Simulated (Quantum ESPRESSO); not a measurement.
# Grüneisen parameters and expansion of CaO (Fm-3m)

Wanted: mode Grüneisen parameters of CaO and a free-energy fit over volumes.

Experimental results on record:
- heat capacity C_P per formula unit 42.2 J/mol/K and bulk modulus 113 GPa near room temperature (given in “High-Throughput Prediction of Finite-Temperature Properties using the Quasi-Harmonic Approximation”, 2016, arXiv:1603.06924)

Calculated with Quantum ESPRESSO 7.5; DFT PBE, scalar-relativistic, plane waves, GBRV ultrasoft pseudopotentials.

### 1. Starting point

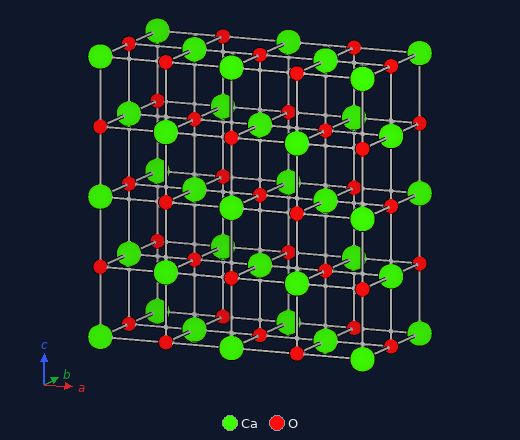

The cell as given, slightly off an axis (calcium green, oxygen red). 2×1×2 cells are drawn. This picture shows the conventional cell, with its axes. Some periodic images of atoms are drawn too.

### 2. A first coarse run

A cheap single point shows whether the cell is a metal or an insulator and how far it is from rest; that sets the k-mesh and the occupations of what follows.

probe.in reads:

```
&control
   calculation = 'scf'
   prefix = 'x'
   outdir = './tmp'
   pseudo_dir = './pseudo'
   tprnfor = .true.
   tstress = .true.
   verbosity = 'high'
/
&system
   ibrav = 0
   nat = 2
   ntyp = 2
   ecutwfc = 45.0
   ecutrho = 270.0
   occupations = 'smearing'
   smearing = 'gaussian'
   degauss = 0.01
/
&electrons
   conv_thr = 1.0d-07
   mixing_beta = 0.7
   electron_maxstep = 100
/
ATOMIC_SPECIES
 Ca     40.0780  Ca.upf
 O      15.9990  O.upf
CELL_PARAMETERS angstrom
     0.000000000    2.406500000    2.406500000
     2.406500000    0.000000000    2.406500000
     2.406500000    2.406500000    0.000000000
ATOMIC_POSITIONS crystal
 Ca     0.000000000   0.000000000   0.000000000
 O      0.500000000   0.500000000   0.500000000
K_POINTS automatic
 6 6 6 0 0 0
```

Run with:

```sh
OMP_NUM_THREADS=1 mpirun -n 8 pw.x -nk 8 -in probe.in > probe.out
```

Log:

```text
Program PWSCF v.7.5

     This program is part of the open-source Quantum ESPRESSO suite
     for quantum simulation of materials; please cite
         "P. Giannozzi et al., J. Phys.:Condens. Matter 21 395502 (2009);
         "P. Giannozzi et al., J. Phys.:Condens. Matter 29 465901 (2017);
         "P. Giannozzi et al., J. Chem. Phys. 152 154105 (2020);
     in publications or presentations arising from this work. More details at

     Message from routine setup:
     using ibrav=0 with symmetry is DISCOURAGED, use correct ibrav instead

     G-vector sticks info
     --------------------
     sticks:   dense  smooth     PW     G-vecs:    dense   smooth      PW
     Sum         769     511    163                14163     7727    1411

     Using Slab Decomposition

     bravais-lattice index     =            0
     lattice parameter (alat)  =       6.4313  a.u.
     unit-cell volume          =     188.0980 (a.u.)^3
     number of atoms/cell      =            2
     number of atomic types    =            2
     number of electrons       =        16.00
     number of Kohn-Sham states=           12
     kinetic-energy cutoff     =      45.0000  Ry
     charge density cutoff     =     270.0000  Ry
     scf convergence threshold =      1.0E-07
     mixing beta               =       0.7000
     number of iterations used =            8  plain     mixing
     Exchange-correlation= SLA  PW   PBE  PBE
                           (   1   4   3   4   0   0   0)

     celldm(1)=   6.431314  celldm(2)=   0.000000  celldm(3)=   0.000000
     celldm(4)=   0.000000  celldm(5)=   0.000000  celldm(6)=   0.000000

     crystal axes: (cart. coord. in units of alat)
               a(1) = (   0.000000   0.707107   0.707107 )
               a(2) = (   0.707107   0.000000   0.707107 )
               a(3) = (   0.707107   0.707107   0.000000 )

     reciprocal axes: (cart. coord. in units 2 pi/alat)
               b(1) = ( -0.707107  0.707107  0.707107 )
               b(2) = (  0.707107 -0.707107  0.707107 )
               b(3) = (  0.707107  0.707107 -0.707107 )

     PseudoPot. # 1 for Ca read from file:
     ./pseudo/Ca.upf
     Pseudo is Ultrasoft + core correction, Zval = 10.0
     Using radial grid of  845 points,  6 beta functions with:
                l(1) =   0
                l(2) =   0
                l(3) =   1
                l(4) =   1
                l(5) =   2
                l(6) =   2
     Q(r) pseudized with  8 coefficients,  rinner =    1.500   1.500   1.500
                                                       1.500   1.500

     PseudoPot. # 2 for O  read from file:
     ./pseudo/O.upf
     Pseudo is Ultrasoft + core correction, Zval =  6.0
     Using radial grid of  737 points,  5 beta functions with:
                l(1) =   0
                l(2) =   0
                l(3) =   1
                l(4) =   1
                l(5) =   2
     Q(r) pseudized with  8 coefficients,  rinner =    0.900   0.900   0.900
                                                       0.900   0.900

     atomic species   valence    mass     pseudopotential
     Ca               10.00    40.07800     Ca( 1.00)
     O                 6.00    15.99900     O ( 1.00)

     48 Sym. Ops., with inversion, found

                                    s                        frac. trans.

      isym =  1     identity

 cryst.   s( 1) = (     1          0          0      )
                  (     0          1          0      )
                  (     0          0          1      )

 cart.    s( 1) = (  1.0000000 -0.0000000  0.0000000 )
                  ( -0.0000000  1.0000000  0.0000000 )
                  ( -0.0000000  0.0000000  1.0000000 )

      isym =  2     180 deg rotation - cart. axis [0,0,1]

 cryst.   s( 2) = (     0          1         -1      )
                  (     1          0         -1      )
                  (     0          0         -1      )

 cart.    s( 2) = ( -1.0000000  0.0000000  0.0000000 )
                  (  0.0000000 -1.0000000  0.0000000 )
                  (  0.0000000 -0.0000000  1.0000000 )

      isym =  3     180 deg rotation - cart. axis [0,1,0]

 cryst.   s( 3) = (     0         -1          1      )
                  (     0         -1          0      )
                  (     1         -1          0      )

 cart.    s( 3) = ( -1.0000000 -0.0000000 -0.0000000 )
                  (  0.0000000  1.0000000 -0.0000000 )
                  (  0.0000000  0.0000000 -1.0000000 )

      isym =  4     180 deg rotation - cart. axis [1,0,0]

 cryst.   s( 4) = (    -1          0          0      )
                  (    -1          0          1      )
                  (    -1          1          0      )

 cart.    s( 4) = (  1.0000000  0.0000000 -0.0000000 )
                  ( -0.0000000 -1.0000000 -0.0000000 )
                  ( -0.0000000 -0.0000000 -1.0000000 )

      isym =  5     180 deg rotation - cart. axis [1,1,0]

 cryst.   s( 5) = (    -1          0          1      )
[...]
cart.    s( 5) = ( -0.0000000  1.0000000 -0.0000000 )
[...]
isym =  6     180 deg rotation - cart. axis [1,-1,0]

 cryst.   s( 6) = (     0         -1          0      )
[...]
cart.    s( 6) = (  0.0000000 -1.0000000 -0.0000000 )
[...]
isym =  7      90 deg rotation - cart. axis [0,0,-1]

 cryst.   s( 7) = (     0          1          0      )
[...]
cart.    s( 7) = (  0.0000000  1.0000000  0.0000000 )
[...]
isym =  8      90 deg rotation - cart. axis [0,0,1]

 cryst.   s( 8) = (     1          0         -1      )
[...]
cart.    s( 8) = ( -0.0000000 -1.0000000  0.0000000 )
[...]
isym =  9     180 deg rotation - cart. axis [1,0,1]

 cryst.   s( 9) = (    -1          1          0      )
[...]
cart.    s( 9) = (  0.0000000  0.0000000  1.0000000 )
[...]
isym = 10     180 deg rotation - cart. axis [-1,0,1]

 cryst.   s(10) = (     0          0         -1      )
[...]
cart.    s(10) = ( -0.0000000  0.0000000 -1.0000000 )
[...]
isym = 11      90 deg rotation - cart. axis [0,1,0]

 cryst.   s(11) = (     0          0          1      )
[...]
cart.    s(11) = ( -0.0000000 -0.0000000  1.0000000 )
[...]
isym = 12      90 deg rotation - cart. axis [0,-1,0]

 cryst.   s(12) = (     1         -1          0      )
[...]
cart.    s(12) = (  0.0000000 -0.0000000 -1.0000000 )
[...]
14.7806  16.0782  16.0782  16.2200

     occupation numbers
     1.0000   1.0000   1.0000   1.0000   1.0000   1.0000   1.0000   1.0000
     0.0000   0.0000   0.0000   0.0000

          k = 0.2357 0.0000-0.0000 (   950 PWs)   bands (ev):

   -29.8914 -11.0090 -10.7461 -10.7461  -7.3589   6.5413   7.5514   7.5514
    13.1253  13.5756  14.9154  14.9154

     occupation numbers
     1.0000   1.0000   1.0000   1.0000   1.0000   1.0000   1.0000   1.0000
     0.0000   0.0000   0.0000   0.0000

          k = 0.3536 0.1179-0.1179 (   953 PWs)   bands (ev):

   -29.8500 -11.3557 -10.7872 -10.7834  -7.0422   5.9309   7.0249   7.1932
    13.0442  14.9087  15.7483  15.8555

     occupation numbers
     1.0000   1.0000   1.0000   1.0000   1.0000   1.0000   1.0000   1.0000
     0.0000   0.0000   0.0000   0.0000

          k =-0.2357-0.4714 0.4714 (   958 PWs)   bands (ev):

   -29.8165 -11.6180 -10.8481 -10.7859  -6.7776   5.5462   6.5803   6.7456
    14.0193  15.3169  16.3230  16.7634

     occupation numbers
     1.0000   1.0000   1.0000   1.0000   1.0000   1.0000   1.0000   1.0000
     0.0000   0.0000   0.0000   0.0000

          k =-0.1179-0.3536 0.3536 (   961 PWs)   bands (ev):

   -29.8247 -11.5754 -10.8801 -10.7436  -6.7777   5.5512   6.6231   6.7948
    14.3623  15.1226  15.6965  16.3576

     occupation numbers
     1.0000   1.0000   1.0000   1.0000   1.0000   1.0000   1.0000   1.0000
     0.0000   0.0000   0.0000   0.0000

          k = 0.0000-0.2357 0.2357 (   949 PWs)   bands (ev):

[...]
occupation numbers
[...]
k = 0.4714 0.0000-0.0000 (   962 PWs)   bands (ev):

[...]
occupation numbers
[...]
k =-0.1179-0.5893 0.5893 (   966 PWs)   bands (ev):

[...]
occupation numbers
[...]
k =-0.0000-0.4714 0.4714 (   961 PWs)   bands (ev):

[...]
occupation numbers
[...]
k =-0.7071 0.0000 0.0000 (   982 PWs)   bands (ev):

   -29.7939 -11.2803 -10.9136 -10.9136  -7.4964   6.4325   7.3606   7.3606
    11.3984  15.7719  16.6186  17.2488

     occupation numbers
     1.0000   1.0000   1.0000   1.0000   1.0000   1.0000   1.0000   1.0000
     0.0000   0.0000   0.0000   0.0000

          k =-0.2357-0.4714 0.7071 (   958 PWs)   bands (ev):

   -29.8172 -11.4100 -10.9420 -10.8206  -7.0009   5.9131   6.7761   6.9945
    13.1467  15.2787  16.1857  16.4101

     occupation numbers
     1.0000   1.0000   1.0000   1.0000   1.0000   1.0000   1.0000   1.0000
     0.0000   0.0000   0.0000   0.0000

          k =-0.1179-0.3536 0.5893 (   952 PWs)   bands (ev):

   -29.8007 -11.4074 -11.0123 -10.8790  -6.9791   6.0279   6.6497   6.7380
    14.2693  14.2747  16.3949  16.8141

     occupation numbers
     1.0000   1.0000   1.0000   1.0000   1.0000   1.0000   1.0000   1.0000
     0.0000   0.0000   0.0000   0.0000

          k =-0.7071 0.2357 0.0000 (   956 PWs)   bands (ev):

   -29.7932 -11.1901 -11.0593 -11.0068  -7.2130   6.5250   6.6738   6.9297
    12.7706  15.3954  16.0631  17.4150

     occupation numbers
     1.0000   1.0000   1.0000   1.0000   1.0000   1.0000   1.0000   1.0000
     0.0000   0.0000   0.0000   0.0000

     the Fermi energy is     9.3892 ev

!    total energy              =    -107.51370592 Ry
     estimated scf accuracy    <       0.00000001 Ry
     smearing contrib. (-TS)   =      -0.00000000 Ry
     internal energy E=F+TS    =    -107.51370592 Ry

     The total energy is F=E-TS. E is the sum of the following terms:
     one-electron contribution =     -26.14991351 Ry
     hartree contribution      =      20.96939430 Ry
     xc contribution           =     -19.39879394 Ry
     ewald contribution        =     -82.93439277 Ry

     convergence has been achieved in   8 iterations

     Forces acting on atoms (cartesian axes, Ry/au):

     atom    1 type  1   force =     0.00000000    0.00000000    0.00000000
     atom    2 type  2   force =     0.00000000    0.00000000    0.00000000
     The non-local contrib.  to forces
     atom    1 type  1   force =    -0.00000000   -0.00000000    0.00000000
     atom    2 type  2   force =     0.00000000    0.00000000   -0.00000000
     The ionic contribution  to forces
     atom    1 type  1   force =     0.00000000    0.00000000    0.00000000
     atom    2 type  2   force =     0.00000000   -0.00000000    0.00000000
     The local contribution  to forces
     atom    1 type  1   force =     0.00000000    0.00000000   -0.00000000
     atom    2 type  2   force =    -0.00000000   -0.00000000   -0.00000000
     The core correction contribution to forces
     atom    1 type  1   force =     0.00000000    0.00000000    0.00000000
     atom    2 type  2   force =    -0.00000000   -0.00000000   -0.00000000
     The Hubbard contrib.    to forces
     atom    1 type  1   force =     0.00000000    0.00000000    0.00000000
     atom    2 type  2   force =     0.00000000    0.00000000    0.00000000
     The SCF correction term to forces
     atom    1 type  1   force =    -0.00000000   -0.00000000   -0.00000000
     atom    2 type  2   force =     0.00000000   -0.00000000   -0.00000000

     Total force =     0.000000     Total SCF correction =     0.000000

     Computing stress (Cartesian axis) and pressure

          total   stress  (Ry/bohr**3)                   (kbar)     P=       12.10
   0.00008225   0.00000000   0.00000000           12.10        0.00        0.00
   0.00000000   0.00008225   0.00000000            0.00       12.10        0.00
   0.00000000   0.00000000   0.00008225            0.00        0.00       12.10

     kinetic stress (kbar)  18648.01      0.00      0.00
                                0.00  18648.01     -0.00
                               -0.00     -0.00  18648.01

     local   stress (kbar)  -2337.61     -0.00      0.00
                               -0.00  -2337.61     -0.00
                                0.00     -0.00  -2337.61

     nonloc. stress (kbar)   4554.38      0.00      0.00
                                0.00   4554.38      0.00
                                0.00      0.00   4554.38

     hartree stress (kbar)   5466.48      0.00      0.00
                                0.00   5466.48      0.00
                                0.00      0.00   5466.48

     exc-cor stress (kbar)  -3157.58     -0.00      0.00
                               -0.00  -3157.58     -0.00
                                0.00     -0.00  -3157.58

     corecor stress (kbar)  -1541.52      0.00     -0.00
                                0.00  -1541.52     -0.00
                               -0.00     -0.00  -1541.52

     ewald   stress (kbar) -21620.06      0.00      0.00
                                0.00 -21620.06      0.00
                                0.00      0.00 -21620.06

     hubbard stress (kbar)      0.00      0.00      0.00
                                0.00      0.00      0.00
                                0.00      0.00      0.00

     DFT-D   stress (kbar)      0.00      0.00      0.00
[...]
XDM     stress (kbar)      0.00      0.00      0.00
[...]
dft-nl  stress (kbar)      0.00      0.00      0.00
                                0.00      0.00      0.00
                                0.00      0.00      0.00

     TS-vdW  stress (kbar)      0.00      0.00      0.00
                                0.00      0.00      0.00
                                0.00      0.00      0.00

     MDB     stress (kbar)      0.00      0.00      0.00
                                0.00      0.00      0.00
                                0.00      0.00      0.00

     3D-RISM stress (kbar)      0.00      0.00      0.00
                                0.00      0.00      0.00
                                0.00      0.00      0.00

     Writing all to output data dir ./tmp/x.save/ :
     XML data file, charge density, pseudopotentials, collected wavefunctions

   JOB DONE.
```

Elapsed: 1.7 s, on 8 MPI ranks of Arm Neoverse V1, shared host.

A gap read on the k-mesh alone can miss the band edges.

Numbers from this step:

- volume per atom: 13.94 Å³
- pressure: 1.21 GPa
- gap on the k-mesh: 3.663 eV

The start is under 1.2 GPa at this level and looks like an insulator or semiconductor on this mesh.

(Continued in part 2 of 8.)

[Logs are printed without paths, hosts, clocks, repeated set-up lines and the standing remarks that a program may print on its own settings, such as how far it seeks lower states.]

[Hosts, paths, dates, database ids (printed as entryN), source tags and the programs' standing remarks are cut or masked in the printed files.]

[A step with changed settings may run another functional than the one named; its input shows which.]

[Of the runs on displaced cells, only some may be shown.]
